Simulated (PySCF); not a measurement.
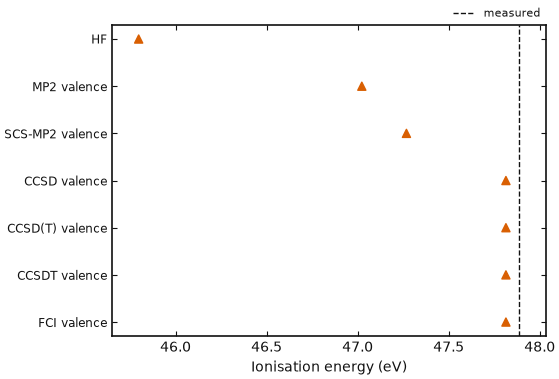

The ionisation energy of C²⁺ ([He] 2s² → [He] 2s) across levels of theory. PySCF, x2c-QZVPPall plus 1 diffuse shell for each l, spin-free X2C-1e, unrestricted single determinants, no spin-orbit coupling. Methods marked “valence” freeze 2 core electrons.

### Summarise the spread and list the values.

The values run from 45.80 eV (HF) to 47.81 eV (CCSD valence, CCSD(T) valence, CCSDT valence and FCI valence). The measured value is 47.89 eV; nearest to it come CCSD valence (−0.07) and FCI valence (−0.07), furthest HF (−2.09 eV).

```csv
Method,Ionisation energy (eV)
HF,45.80
MP2 valence,47.02
SCS-MP2 valence,47.27
CCSD valence,47.81
CCSD(T) valence,47.81
CCSDT valence,47.81
FCI valence,47.81
```

Limits of the model: large double amplitudes.
